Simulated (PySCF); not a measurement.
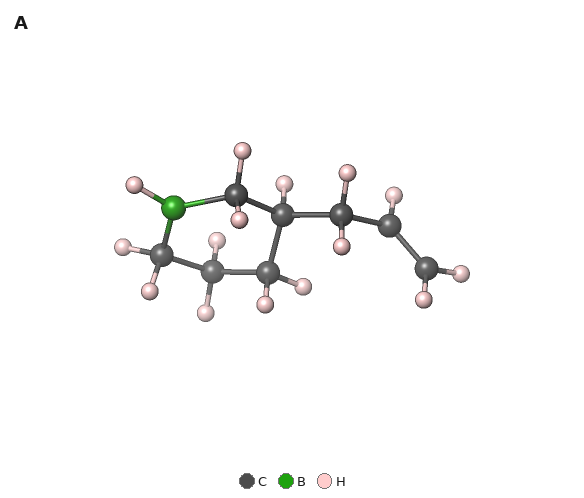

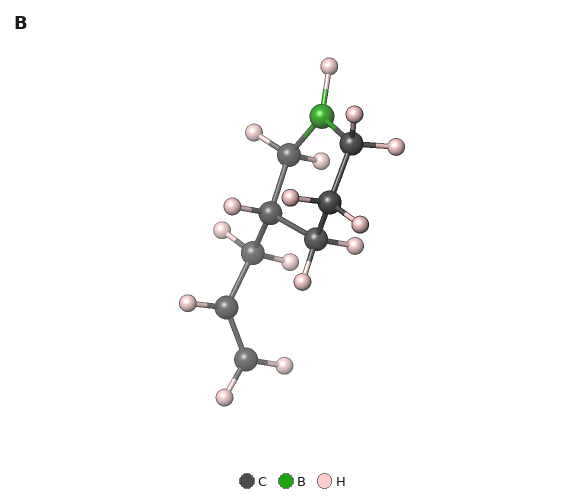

Depth is shown by fading: the farther an atom, the more it takes the colour of the background. The geometry was computed by an optimisation with PBE0-D3(BJ)/def2-SVP. No frequency run is at hand to confirm it as a minimum.

Can A be turned into B by a rotation alone?

Answer. Yes. They are the same structure, C8H15B (C=CC[C@@H]1CBCCC1), seen from two directions: a rotation takes one into the other. The geometry is chiral (C1), so its mirror image would differ.
